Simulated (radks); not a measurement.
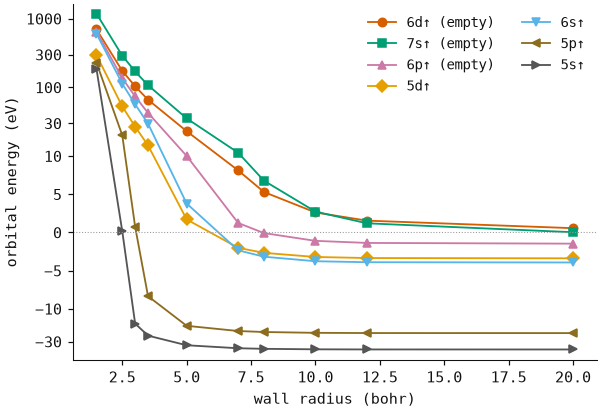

A free La atom; electrons: [Xe] 5d1 6s2 (high spin). It is put inside a hard spherical wall of varying radius. Method: scalar-relativistic Kohn-Sham, LDA (Slater exchange, VWN5 correlation), spin-polarised, spherical densities, finite nucleus; computed with the in-house radial solver radks. The plot shows the outer orbital energies (spin up), on a scale that is linear within ±10 eV and logarithmic beyond.

Question: How do the levels move, and do any cross?

Answer: The levels rise as the wall closes in: 5d↑ goes from −3.40 eV at 20 bohr to 294.0 eV at 1.5 bohr and passes zero between 7 and 5 bohr. On compression 6d↑ drops below 7s↑ between 12 and 10 bohr and 5d↑ drops below 6s↑ between 7 and 5 bohr; in each crossing pair the level of higher l rises less. The fastest to rise is 7s↑ (by 1180 eV), the slowest 5s↑ (by 224.0 eV): the wall presses hardest on the most extended orbitals.
